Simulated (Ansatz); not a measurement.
**WH₅Cl₂O₄F: geometry relaxation (part 2 of 2)**

Continued. System: WH₅Cl₂O₄F. Method: RKS PBE/def2-SVP (Ansatz 0.2.0). It belongs to a series of runs on one base structure; here: end point B relaxed.

Geometry of the input (Å):
```
W  0.3080  0.3896  -0.2165
F  0.0354  -0.4078  2.7259
Cl 2.4755  -0.6144  -0.1806
O  -0.2084  2.0381  -1.0746
H  -1.1527  2.2765  -1.1409
O  -1.4173  0.6409  0.5802
H  -1.6174  -0.0945  1.2048
O  -0.2330  -1.4046  0.2393
H  0.5332  -2.0157  0.2145
O  0.2633  -0.2036  -2.0436
H  0.2402  0.5541  -2.6649
Cl 1.4055  1.9098  1.2675
H  0.4577  0.3499  3.0655
```

## Trajectory as extended XYZ, continued
```
13
Properties=species:S:1:pos:R:3:forces:R:3 step=9 energy=-37827.51930
W     0.3436    0.3198   -0.3595   -0.1426  -0.1729  -0.0953
F    -0.6202   -0.2442    3.0791    0.1856   0.4342  -0.3079
Cl    2.6109   -0.2170   -0.7277   -0.0716   0.0445  -0.0317
O    -0.0492    2.0161   -1.1442   -1.2980   0.9240   0.4211
H    -0.8283    2.6044   -0.8702    1.3326  -0.8406  -0.4569
O    -1.3029    0.5407    0.5526    0.1715  -0.3116   0.4120
H    -1.3449    0.0772    1.4496   -0.0537   0.2031  -0.2955
O     0.0836   -1.4459    0.3677    0.3191   0.0051  -0.0970
H     0.8484   -2.0382    0.1865   -0.1179   0.0420   0.0645
O    -0.0126   -0.3682   -2.1109   -0.0395   0.1811   0.0660
H    -0.0233    0.2953   -2.8345   -0.0005  -0.1166   0.0816
Cl    1.3206    1.4831    1.5638   -0.0675  -0.0860   0.0992
H     0.0642    0.3952    2.8244   -0.2176  -0.3063   0.1400
13
Properties=species:S:1:pos:R:3:forces:R:3 step=10 energy=-37827.64131
W     0.3338    0.3070   -0.3779   -0.3289  -0.0271   0.2318
F    -0.7806   -0.1474    3.0275    0.4819   0.2957  -0.0291
Cl    2.6020   -0.1283   -0.8357   -0.0605   0.1042   0.0017
O    -0.0177    2.0222   -1.1506    0.0435  -0.0364   0.1056
H    -0.6954    2.6692   -0.8782    0.1184   0.0766  -0.0253
O    -1.2809    0.4965    0.5631    0.1027  -0.1075  -0.2458
H    -1.3418    0.1110    1.4898    0.0167   0.0549   0.1541
O     0.1928   -1.4545    0.3866    0.1585   0.0109  -0.1108
H     0.9526   -2.0423    0.1937    0.0050  -0.0341   0.0360
O    -0.1106   -0.3843   -2.0932   -0.0275  -0.0211  -0.0794
H    -0.0988    0.2342   -2.8529   -0.0244  -0.0423   0.0413
Cl    1.2865    1.3781    1.6393    0.1220   0.0018  -0.0249
H     0.0481    0.3571    2.8652   -0.6074  -0.2756  -0.0553
13
Properties=species:S:1:pos:R:3:forces:R:3 step=12 energy=-37827.78998
W     0.2700    0.2463   -0.3870   -0.0024  -0.2051  -0.1539
F    -0.9548   -0.0204    3.0278   -0.0228   0.0875  -0.0412
Cl    2.5402    0.0374   -1.0008   -0.0075   0.0343   0.0420
O     0.0897    2.0130   -1.1040   -0.3798   0.4018   0.3304
H    -0.3572    2.8374   -0.7833    0.4930  -0.6282  -0.2359
O    -1.3142    0.3543    0.5618    0.0060  -0.1969   0.3315
H    -1.3854    0.1429    1.5671   -0.0868   0.0641  -0.2615
O     0.4019   -1.5318    0.3588    0.0636   0.3218  -0.2106
H     1.2000   -2.0706    0.1854   -0.0188   0.0315   0.0723
O    -0.2774   -0.4355   -2.0716   -0.0439   0.0959   0.0683
H    -0.2507    0.1402   -2.8622   -0.0191   0.0043   0.0059
Cl    1.2554    1.2497    1.6837   -0.0541   0.0198  -0.0026
H    -0.1274    0.4554    2.8009    0.0724  -0.0307   0.0552
13
Properties=species:S:1:pos:R:3:forces:R:3 step=14 energy=-37827.91249
W     0.2117    0.1633   -0.4408    0.1685   0.0298   0.0496
F    -1.0515    0.1164    3.0441    0.0050   0.0108  -0.0382
Cl    2.5046    0.0768   -1.0373    0.0009  -0.0394  -0.0281
O     0.1281    1.9535   -1.0780   -0.3633   0.5227   0.2130
H     0.0069    2.8330   -0.6478    0.3061  -0.5565  -0.1970
O    -1.3410    0.1751    0.5549   -0.0554  -0.0344   0.1164
H    -1.4229    0.0955    1.5802   -0.0382   0.0001  -0.2147
O     0.5386   -1.5665    0.3147    0.0851   0.0371  -0.1393
H     1.4094   -2.0123    0.2773   -0.0558   0.1053   0.0286
O    -0.4048   -0.4045   -2.1347   -0.0169   0.0185   0.1768
H    -0.4490    0.1913   -2.9111    0.0229  -0.0382   0.0890
Cl    1.1531    1.2594    1.6605   -0.0491  -0.0735  -0.0789
H    -0.1932    0.5374    2.7946   -0.0099   0.0177   0.0229
13
Properties=species:S:1:pos:R:3:forces:R:3 step=16 energy=-37828.01316
W     0.1950    0.1607   -0.4315   -0.0742  -0.2291  -0.1286
F    -1.1386    0.1384    3.0480    0.1091   0.0460   0.0039
Cl    2.4855    0.1088   -1.1074    0.0274   0.0182  -0.0180
O     0.1022    1.9506   -1.0839    0.0688   0.5441   0.3337
H     0.3851    2.7514   -0.5774   -0.0498  -0.4896  -0.3727
O    -1.3642    0.0926    0.5515   -0.1157  -0.0247   0.2300
H    -1.4782    0.0351    1.5691   -0.0340  -0.0052  -0.2610
O     0.6320   -1.5514    0.2872    0.1241  -0.0202   0.0765
H     1.5399   -1.9168    0.2585   -0.0385   0.0641   0.0027
O    -0.4961   -0.4060   -2.0822   -0.0235   0.1074  -0.0798
H    -0.5678    0.1779   -2.8640    0.0079  -0.0258  -0.0070
Cl    1.0896    1.3051    1.6025    0.0202  -0.0016   0.1987
H    -0.2943    0.5721    2.8062   -0.0218   0.0165   0.0215
13
Properties=species:S:1:pos:R:3:forces:R:3 step=18 energy=-37828.05986
W     0.1166    0.1101   -0.4135    0.1788   0.4253   0.0892
F    -1.2217    0.2264    3.0889   -0.0360  -0.0102  -0.0908
Cl    2.4220    0.2078   -1.1589   -0.0163  -0.0156  -0.0473
O     0.0642    1.9223   -0.9924    0.1297   0.1196   0.1241
H     0.6990    2.6166   -0.7175   -0.1033  -0.1288  -0.0997
O    -1.4325    0.0181    0.5753   -0.0181  -0.1081   0.0114
H    -1.5602    0.0332    1.5827   -0.0375   0.0082   0.1706
O     0.7290   -1.5536    0.2440    0.2156  -0.0971  -0.0320
H     1.6984   -1.7185    0.1794   -0.2087  -0.0739   0.0590
O    -0.5983   -0.3956   -2.0656   -0.0469  -0.0952  -0.2328
H    -0.5548    0.1890   -2.8491   -0.0513  -0.0515  -0.0321
Cl    1.0829    1.1550    1.6712   -0.0114   0.0312   0.0667
H    -0.3546    0.6076    2.8325    0.0055  -0.0040   0.0135
13
Properties=species:S:1:pos:R:3:forces:R:3 step=20 energy=-37828.08325
W     0.1306    0.1416   -0.4016   -0.0703  -0.1100  -0.0136
F    -1.2521    0.2234    3.0778   -0.0248  -0.0233  -0.0092
Cl    2.4223    0.2501   -1.1668    0.0075   0.0285   0.0000
O     0.0637    1.9533   -0.9652    0.0621   0.0015   0.0716
H     0.7565    2.6210   -0.7965   -0.0337   0.0088  -0.0606
O    -1.4231    0.0057    0.5839    0.0988   0.0326  -0.0331
H    -1.5564    0.0253    1.5964   -0.0331  -0.0041   0.0213
O     0.7383   -1.5407    0.2327   -0.0386   0.0868  -0.0711
H     1.6911   -1.7582    0.1737    0.0135  -0.0344   0.0146
O    -0.5820   -0.4039   -2.0567    0.0187   0.0167   0.0606
H    -0.6059    0.1589   -2.8560   -0.0098  -0.0234   0.0137
Cl    1.0781    1.1515    1.7100   -0.0027  -0.0026   0.0132
H    -0.3711    0.5903    2.8451    0.0122   0.0226  -0.0075
13
Properties=species:S:1:pos:R:3:forces:R:3 step=22 energy=-37828.09805
W     0.1489    0.1482   -0.3724   -0.0334  -0.0209  -0.1370
F    -1.3063    0.2476    3.0680   -0.0510  -0.0020  -0.0010
Cl    2.4413    0.3755   -1.1200    0.0173   0.0039   0.0085
O     0.0585    1.9638   -0.9072    0.2101   0.1814   0.0383
H     0.8037    2.5966   -1.0053   -0.2108  -0.2335   0.0130
O    -1.4125    0.0298    0.5933   -0.0322   0.0635   0.0342
H    -1.5921    0.0962    1.6015    0.0295  -0.0485  -0.0048
O     0.7741   -1.5542    0.1460    0.1457   0.0122   0.0534
H     1.7272   -1.7830    0.1532   -0.0934  -0.0236  -0.0449
O    -0.5586   -0.4302   -2.0222    0.0161   0.0777  -0.0704
H    -0.6956    0.1416   -2.8049    0.0009  -0.0540   0.0982
Cl    1.0947    1.0301    1.8047    0.0179   0.0223  -0.0410
H    -0.3933    0.5562    2.8420   -0.0167   0.0214   0.0535
13
Properties=species:S:1:pos:R:3:forces:R:3 step=23 energy=-37828.10670
W     0.1654    0.1226   -0.3494    0.0319   0.3071  -0.0112
F    -1.3805    0.3640    3.0630   -0.0109   0.0031   0.0084
Cl    2.4496    0.4697   -1.0964    0.0262  -0.0614   0.0029
O     0.0442    1.9544   -0.8422   -0.0391  -0.1245  -0.0541
H     0.8304    2.4974   -1.0511   -0.0217  -0.0093   0.0121
O    -1.3972   -0.0071    0.6108   -0.0017  -0.0194  -0.0345
H    -1.5967    0.1041    1.6122   -0.0025   0.0014   0.0242
O     0.8450   -1.5694    0.1039   -0.0003  -0.1273  -0.0975
H     1.7704   -1.8667   -0.0029    0.0080   0.0526   0.0288
O    -0.5225   -0.4337   -2.0186    0.0080  -0.0132   0.0264
H    -0.7558    0.1666   -2.7533   -0.0068   0.0003   0.0304
Cl    1.0862    0.9811    1.8412    0.0459  -0.0132   0.0289
H    -0.4484    0.6354    2.8594   -0.0370   0.0040   0.0352
13
Properties=species:S:1:pos:R:3:forces:R:3 step=25 energy=-37828.11283
W     0.1817    0.1300   -0.3479   -0.0183  -0.0940   0.0688
F    -1.4120    0.3771    3.0705    0.0261   0.0241   0.0098
Cl    2.4761    0.4455   -1.0861   -0.0443   0.0746   0.0220
O     0.0459    1.9508   -0.8595    0.1265   0.0164  -0.0253
H     0.8266    2.4963   -1.0850   -0.0472  -0.0056   0.0060
O    -1.3818   -0.0073    0.6130   -0.0151  -0.0135  -0.0242
H    -1.5920    0.1068    1.6120    0.0124  -0.0059  -0.0322
O     0.8584   -1.5779    0.0638   -0.0299  -0.0177   0.0251
H     1.7934   -1.8500   -0.0262   -0.0060   0.0191  -0.0143
O    -0.5186   -0.4341   -2.0091   -0.0135   0.0202  -0.0544
H    -0.7919    0.1763   -2.7223   -0.0053  -0.0163   0.0466
Cl    1.0809    0.9576    1.8627    0.0676   0.0205  -0.0268
H    -0.4768    0.6474    2.8907   -0.0529  -0.0218  -0.0011
13
Properties=species:S:1:pos:R:3:forces:R:3 step=27 energy=-37828.11583
W     0.1986    0.1145   -0.3373    0.0503  -0.0001   0.0491
F    -1.4475    0.4412    3.0637   -0.1334  -0.0424   0.0267
Cl    2.4917    0.4717   -1.0604   -0.0169  -0.0098  -0.0078
O     0.0597    1.9333   -0.8560    0.0091   0.0146   0.0122
H     0.8310    2.4846   -1.0961   -0.0096  -0.0162   0.0011
O    -1.3756   -0.0290    0.6086   -0.0242  -0.0114   0.0496
H    -1.6102    0.1112    1.5953    0.0480   0.0147  -0.0374
O     0.8836   -1.5980    0.0381    0.0219   0.0201  -0.0025
H     1.8214   -1.8471   -0.0899   -0.0168  -0.0077   0.0041
O    -0.5079   -0.4455   -1.9996   -0.0478   0.0839  -0.1343
H    -0.8495    0.1898   -2.6627    0.0329  -0.0828   0.0810
Cl    1.1021    0.9259    1.8712   -0.0546  -0.0143   0.0023
H    -0.5072    0.6657    2.9018    0.1412   0.0514  -0.0440
13
Properties=species:S:1:pos:R:3:forces:R:3 step=29 energy=-37828.11748
W     0.1993    0.1101   -0.3377    0.0053   0.0068  -0.0122
F    -1.4537    0.4537    3.0569    0.0911   0.0145  -0.0144
Cl    2.4881    0.4742   -1.0657    0.0038   0.0062   0.0055
O     0.0560    1.9328   -0.8435    0.0097   0.0002   0.0032
H     0.8310    2.4777   -1.0861   -0.0076  -0.0009   0.0009
O    -1.3720   -0.0390    0.6108   -0.0107  -0.0133  -0.0087
H    -1.6007    0.1112    1.5975    0.0023   0.0116   0.0105
O     0.8906   -1.5992    0.0358    0.0029  -0.0094  -0.0098
H     1.8262   -1.8562   -0.0903   -0.0079   0.0036   0.0024
O    -0.5050   -0.4395   -2.0057   -0.0054  -0.0018  -0.0016
H    -0.8571    0.1928   -2.6625    0.0000  -0.0056   0.0090
Cl    1.0926    0.9198    1.8744    0.0012  -0.0027   0.0187
H    -0.5054    0.6800    2.8930   -0.0845  -0.0091  -0.0034
13
Properties=species:S:1:pos:R:3:forces:R:3 step=31 energy=-37828.11802
W     0.2023    0.1058   -0.3372    0.0102   0.0040   0.0052
F    -1.4565    0.4689    3.0512    0.0108   0.0062  -0.0102
Cl    2.4911    0.4816   -1.0583    0.0000   0.0000   0.0000
O     0.0550    1.9303   -0.8348    0.0016  -0.0008  -0.0022
H     0.8286    2.4761   -1.0799   -0.0033   0.0014   0.0011
O    -1.3694   -0.0461    0.6104   -0.0112  -0.0023  -0.0087
H    -1.6020    0.1172    1.5941    0.0050  -0.0004   0.0149
O     0.8961   -1.6049    0.0248    0.0092   0.0026  -0.0001
H     1.8327   -1.8588   -0.0996   -0.0055  -0.0015   0.0005
O    -0.5036   -0.4416   -2.0051   -0.0087   0.0127  -0.0199
H    -0.8704    0.1908   -2.6542    0.0060  -0.0133   0.0180
Cl    1.0953    0.9079    1.8809   -0.0005  -0.0083  -0.0026
H    -0.5094    0.6914    2.8845   -0.0136  -0.0003   0.0039
```

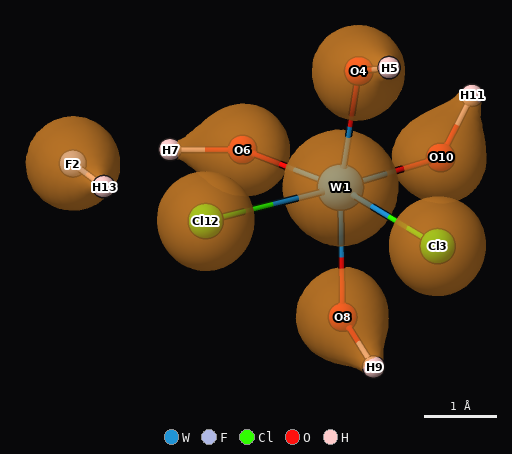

*Isosurface of the total electron density at 1.5 e/Å³ (orange), seen face on.*

At this value the surface falls into eight separate pieces. It is pinched off along the F···H (1.51 Å), W–O (1.84 Å) and W–Cl (2.43 Å) contacts. On the grid the lowest density along these lines, outside the cores, is 0.44 e/Å³ (F···H, 1.51 Å), 1.2 e/Å³ (W–O, 1.84 Å), 0.53 e/Å³ (W–Cl, 2.43 Å) and 2.2 e/Å³ (O–H, 0.98 Å).

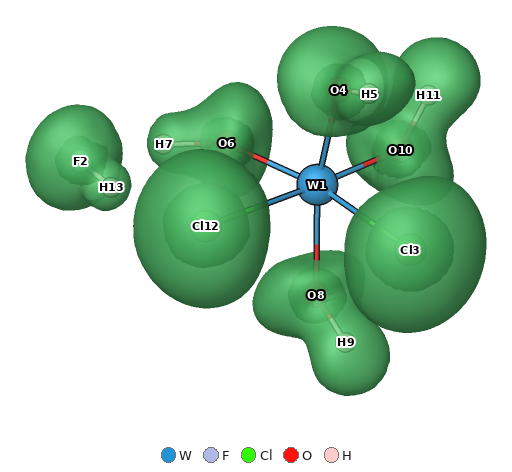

*Isosurface of the electron localisation function at 0.75 (green), seen face on. Only the valence region is drawn (cores and ρ < 0.01 e/Å³ removed).*

Profiles from the grid: F2···H7 (1.51 Å): the ELF is only about 0.25 between them; by its geometry a hydrogen bond between the two molecules, with no shared pair. W–O (1.84 Å): the ELF peaks at about 0.80 in the valence shell of O, 0.5 Å from its nucleus, and drops to about 0.30 between the two atoms.

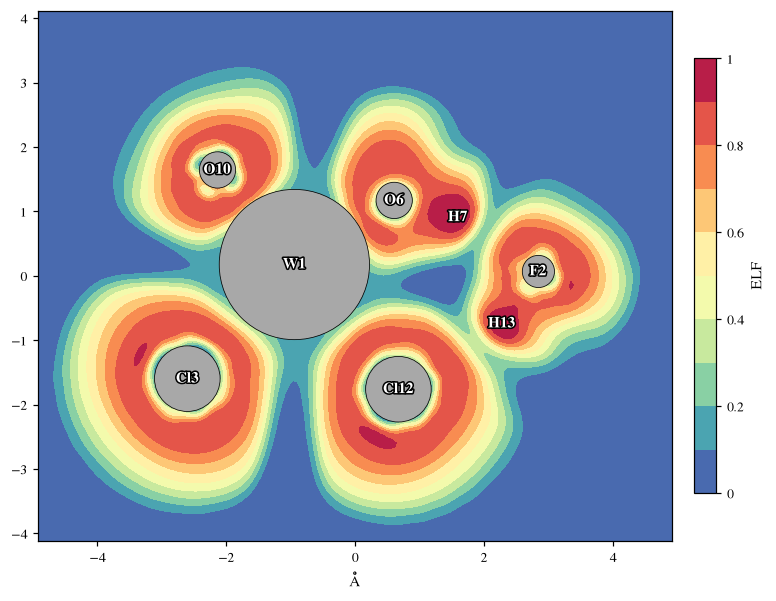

*ELF on the plane of atoms Cl3, W1 and O6. Grey discs, where drawn, cover atomic cores.*

F2···H7 (1.51 Å): the ELF is only about 0.25 between them (a closed-shell contact with the geometry of a hydrogen bond). W–O (1.84 Å): the ELF peaks at about 0.80 in the valence shell of O, 0.5 Å from its nucleus, and drops to about 0.30 between the two atoms. W–Cl (2.43 Å): the ELF peaks at about 0.85 in the valence shell of Cl, 0.8 Å from its nucleus, and is about 0.35 at the midpoint. W–O (1.89 Å): the ELF peaks at about 0.85 in the valence shell of O, 0.6 Å from its nucleus, and drops to about 0.25 between the two atoms. W–Cl (2.52 Å): the ELF peaks at about 0.90 in the valence shell of Cl, 0.9 Å from its nucleus, and is about 0.35 at the midpoint.
